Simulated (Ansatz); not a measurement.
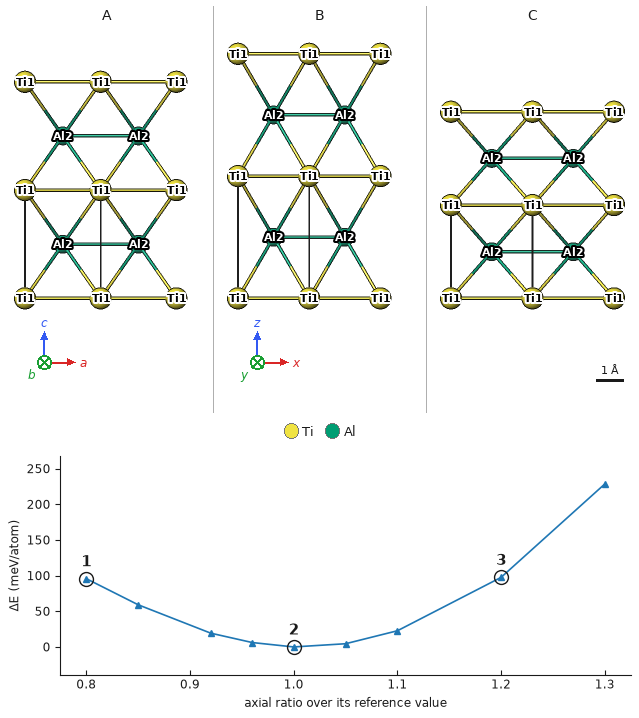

Energy scan for crystalline TiAl (P4/mmm), in which the ratio of the cell's length along z to its lengths across, counted as 1 for the reference, is changed at fixed volume (a c/a path), with the atoms kept at their fractional coordinates. x, y and z are the Cartesian axes of the input. The frames are shuffled; the numbered points of the plot belong to them. Style: ball-and-stick. Shown: the cell of the calculation, repeated 2 × 2 × 2 with one cell outlined, along the b axis.

Theory: DFT PBE, scalar-relativistic, plane waves, PAW in Ansatz. Settings: plane-wave cutoff 420 eV; k-point mesh 18 × 18 × 14; occupations gaussian; smearing width 0.15 eV; no spin polarisation. Energies (free energies at the smearing named) are counted from the cell as listed in its source, which wasn't relaxed.

Q: Which frame belongs to which numbered point?

A: Point 1 is frame C (the relative ratio 0.80, 95.7 meV/atom); 2 is frame A (the relative ratio 1.00, 0.0 meV/atom); 3 is frame B (the relative ratio 1.20, 97.6 meV/atom). Of the computed points the lowest is at the relative ratio 1.00, 0.0 meV/atom. At the ends of the scan the energy is 95.7 meV/atom (0.80) and 228.5 meV/atom (1.30). The unrelaxed reference is under a pressure of −0.7 GPa. The distortion keeps the space group P4/mmm. At the relative ratio 1.30 the cell of the drawing goes a 2.837 → 2.600 Å, b 2.837 → 2.600 Å, c 4.059 → 4.835 Å.
